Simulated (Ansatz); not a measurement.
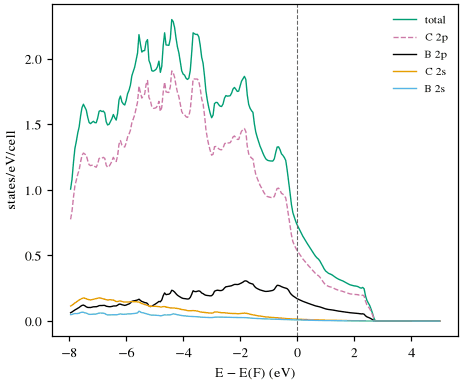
Figure. Total and projected density of states of BC5 in space group P3m1 (No. 156; Pearson symbol hP6), DFT-r²SCAN in the program Ansatz with PAW potentials

### Question
Which orbitals carry the states next to the Fermi level?

### Answer
Within 0.5 eV of the Fermi level: C 2p 74 %, B 2p 22 %. Projections are on Löwdin-orthogonalised atomic valence shells; empty p or d shells of many metals are not among them.

### Question
Where is the tallest occupied peak in this window, and what makes it?

### Answer
Near -4.4 eV, about 2.3 states/eV per cell; the largest projected share is C 2p.

The start of the workflow was typed in or built on a structure type; the Crystallography Open Database copy checked does not list it. Its standing as an ambient phase is unchecked. Symmetry was held in the r²SCAN relaxation; its stability against distortions is not shown here. Its formation energy is positive at this level, so the cell may be metastable or incomplete.

Potentials: the later of the program's two PAW sets.
